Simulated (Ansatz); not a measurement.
One crystal and one scan (scan of one atom of the cell) at two levels, PBE (plane waves to 420 eV, PAW, scalar-relativistic; Ansatz, a first-principles code) and r2SCAN (plane waves to 500 eV, PAW, scalar-relativistic; Ansatz), each from its own relaxed cell and on its own mesh. The cell shown is that of PBE.

CdTe (zinc blende)

```yaml
crystal:
  lattice:
    - [0.00000, 3.30902, 3.30902]
    - [3.30902, 0.00000, 3.30902]
    - [3.30902, 3.30902, 0.00000]
  atoms:
    - { symbol: Te, position: [0.75000, 0.75000, 0.75000] }
    - { symbol: Cd, position: [0.00000, 0.00000, 0.00000] }
```

In this cell atom 1 (Te, nearest neighbour Cd at 2.866 Å; its periodic images, 4.7 Å or more away, move with it) is moved by s along Cartesian z, unit vector (0.000, 0.000, 1.000); all other atoms and the cell stay fixed.

The energy includes the smearing's −TS. CdTe was relaxed with its symmetry unable to fall. Spin-orbit coupling is left out, though Te is heavy. Percentages come from the unrounded values.

```tsv
quantity	PBE	r2SCAN	PBE − r2SCAN
Lattice constant a (Å)	6.618	6.558	+0.060 (+0.9 %)
Force constant k = d²E/ds² at s = 0 (finite differences) (eV/Å²)	3.72	4.07	-0.35 (-8.5 %)
Zone-centre optical wavenumber from k (transverse: no LO-TO term) (cm⁻¹)	130	136	-6 (-4 %)
```

PBE gives the higher value for: lattice constant a. PBE gives the lower value for: force constant k = d²E/ds² at s = 0; zone-centre optical wavenumber from k. Both give the same shape of the curve: a single well with its minimum at or next to zero displacement.

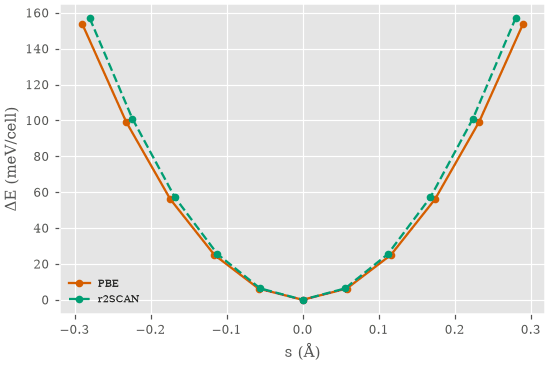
Figure: ΔE, each from the undisplaced structure of its own level.

(For displaced atoms, the force is minus the slope of the energy, and its curvature is a force constant, which sets phonon frequencies.)
